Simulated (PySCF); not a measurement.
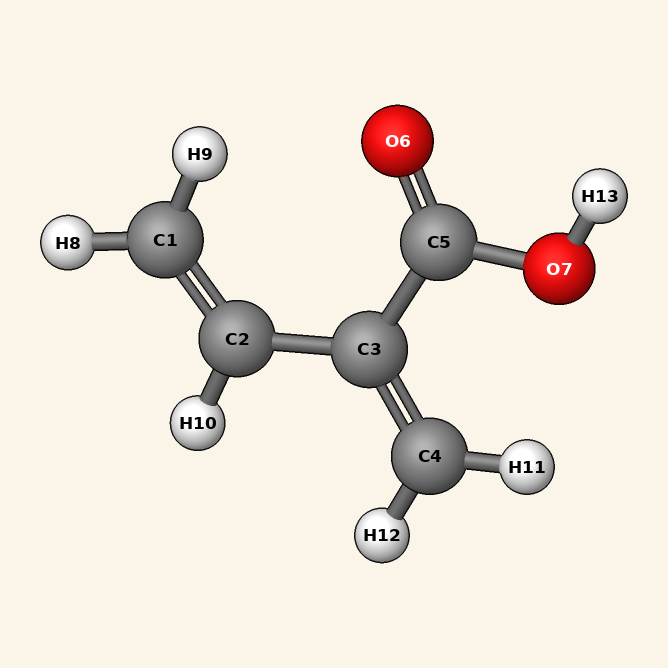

The computed structure is the end point of a GFN2-xTB optimisation. No frequency run is at hand to confirm it as a minimum. Level of theory: delta-SCF UKS SCAN, pcX-2 on the ionised atom, pcseg-1 elsewhere, spin-free X2C (PySCF 2.14.0).

Give the core-electron binding energies (to vacuum) of C1 1s, C2 1s, C3 1s, C4 1s, C5 1s, O6 1s, O7 1s.

```csv
atom,level,binding energy (eV)
C1,1s,289.9
C2,1s,290.7
C3,1s,291.3
C4,1s,290.3
C5,1s,294.7
O6,1s,537.7
O7,1s,539.9
```
